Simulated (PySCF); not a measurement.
Molecule: SMILES CB(C)[N](C)[GeH3]. Atoms near the plane z = 1.0 Å, at the GFN2-xTB optimised geometry (x, y, z in Å): Ge1 (-2.0, 0.1, 0.0), N2 (-0.2, 0.1, 0.0), B4 (0.6, 0.8, 0.9), C5 (-0.2, 1.7, 2.0), C6 (2.2, 0.8, 0.8), H7 (-2.6, -0.7, 1.2), H9 (-2.6, 1.5, 0.0), H14 (-1.1, 1.2, 2.3), H15 (-0.3, 2.7, 1.7), H16 (2.5, 1.1, -0.1), H17 (2.6, -0.2, 1.0), H18 (2.6, 1.5, 1.6).

Method: PBE0/def2-SVP run with PySCF. Cells within 0.4 Å of a nucleus heavier than hydrogen are left out (blank, or x). The values are rescaled to run from 0 to 1.

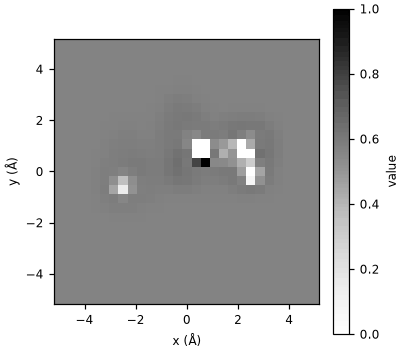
Figure: a field on the plane z = 1.0 Å.

Task: Which quantity is mapped?
(A) an orbital amplitude
(B) electron localisation function
(C) deformation density (molecule minus spherical neutral atoms)
(D) Laplacian of the electron density

Result: D, Laplacian of the electron density. In full: Laplacian of the electron density (e/bohr⁵).
